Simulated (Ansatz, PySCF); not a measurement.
Breaking a bond: Mg2, singlet.

Computed with: RKS-M06-2X/6-31G* = PySCF with restricted M06-2X/6-31G*, spherical d; RKS-PBE0 = restricted PBE0/def2-SVP in Ansatz (an electronic-structure program); UKS-BLYP = unrestricted BLYP/def2-SVP (Ansatz); FCI = full CI/def2-SVP, frozen core run with Ansatz.

Energies are in kcal/mol, each relative to the lowest point of its own curve near equilibrium.

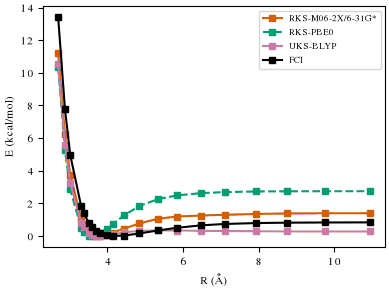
Energy against bond length for each method.

```csv
R / Å,RKS-M06-2X/6-31G*,RKS-PBE0,UKS-BLYP,FCI
2.70,11.2,10.4,10.5,13.4
2.88,6.2,5.3,5.6,7.8
3.02,3.8,2.9,3.2,5.0
3.31,1.1,0.5,0.8,1.8
3.38,0.7,0.3,0.5,1.4
3.52,0.3,0.0,0.2,0.8
3.60,0.1,0.0,0.1,0.5
3.71,0.0,0.1,0.0,0.3
3.82,0.0,0.2,0.0,0.2
3.98,0.1,0.4,0.0,0.0
4.15,0.2,0.7,0.1,0.0
4.45,0.5,1.3,0.2,0.0
4.85,0.8,1.8,0.3,0.2
5.34,1.1,2.3,0.3,0.3
5.84,1.2,2.5,0.3,0.5
6.47,1.3,2.6,0.3,0.7
7.10,1.3,2.7,0.3,0.7
7.94,1.4,2.7,0.3,0.8
8.76,1.4,2.7,0.3,0.8
9.75,1.4,2.7,0.3,0.8
10.94,1.4,2.7,0.3,0.8
```

At the longest distance, 10.94 Å, RKS-PBE0 lies highest above its minimum (2.7 kcal/mol) and UKS-BLYP lowest (0.3 kcal/mol).
